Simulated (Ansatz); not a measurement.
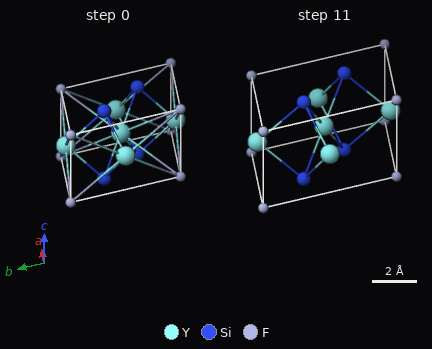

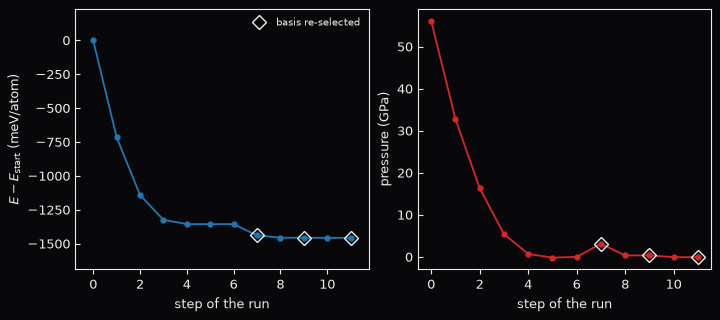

First and last geometry of a relaxation of solid Y3Si2F (a generated structure, set up in P6/mmm) (coarse preliminary run), with the history of the run. The picture is a ball-and-stick view of the cell of the calculation, seen from a free direction.

Computed with Ansatz 0.2.0, DFT PBE, scalar-relativistic, plane waves, PAW.

Input file:
```yaml
crystal:
  lattice:
    - [6.13646248, 0.0, 0.0]
    - [-3.06823124, 5.3143324, 0.0]
    - [0.0, 0.0, 3.32206976]
  atoms:
    - { symbol: "Y", position: [0.5, 0.0, 0.5] }
    - { symbol: "Y", position: [0.5, 0.5, 0.5] }
    - { symbol: "Y", position: [0.0, 0.5, 0.5] }
    - { symbol: Si, position: [0.33333333, 0.66666667, 0.0] }
    - { symbol: Si, position: [0.66666667, 0.33333333, 0.0] }
    - { symbol: F, position: [0.0, 0.0, 0.0] }
basis:
  ecutwfc: 420
kpoints:
  mp_grid: { grid: [3, 3, 6] }
hamiltonian:
  xc: pbe
scf:
  occupations: { method: gaussian, width: 0.1 }
  lower_state_search: "off"
output:
  forces: true
  stress: true
  eigenvalues: true
relax:
  adjacent_minimum: "off"
  f_tol: 0.04
  max_steps: 70
  cell: { stress_tol: 0.4 }
```

Launched with:
```bash
ansatz run input.yaml --threads 1 --pin off --max-ram 2560MiB --backend cpu --events-out ev --progress --plain --runs-dir out
```

**Read the history and describe the run.**

It converged. The atoms keep their places relative to the cell (all moves are under 0.005 Å). The drawn cell changes as follows: a = b 6.136 → 7.445 Å (+21.3 %), c 3.322 → 3.769 Å (+13.5 %); the volume changes by +67.0 %. Some distances before and after: Y1–F6 3.489 → 4.172 Å, Y1–Y2 3.068 → 3.723 Å, Y1–Y1 3.322 → 3.769 Å, Y1–Si4 2.428 → 2.858 Å. Bond angles that change, for instance: Si4–Y1–Si5 93.7° → 97.5°, Si4–Y1–Si4 86.3° → 82.5°, Y1–Si4–Y1 86.3° → 82.5°. The space group stays P6/mmm (No. 191). Over 8 accepted moves (11 points after the start) the energy falls by 1457 meV per atom. All forces vanish by symmetry, so only the cell relaxes. Pressure: 56.19 GPa at the start and −0.06 GPa at the end. At 3 points the geometry stayed and the basis and grid were re-selected for the new cell (energy shift of 82.6 meV per atom at most each time). The run took 39 s on 1 thread of Arm Neoverse V2, with other jobs on the host, peak memory 0.41 GiB.

```
step  E − E(0), meV/atom  pressure, GPa  volume, Å³/atom                      note
   0                0.00          56.19           18.056                          
   1             -713.48          32.82           20.678                          
   2            -1140.08          16.34           23.541                          
   3            -1323.72           5.49           26.327                          
   4            -1355.06           0.71           28.037                          
   5            -1355.55          -0.17           28.308                          
   6            -1355.83          -0.01           28.275                          
   7            -1438.46           3.13           28.275  same geometry, new basis
   8            -1455.38           0.35           29.865                          
   9            -1456.52           0.37           29.865  same geometry, new basis
  10            -1456.68          -0.06           30.154                          
  11            -1456.83          -0.06           30.154  same geometry, new basis
```
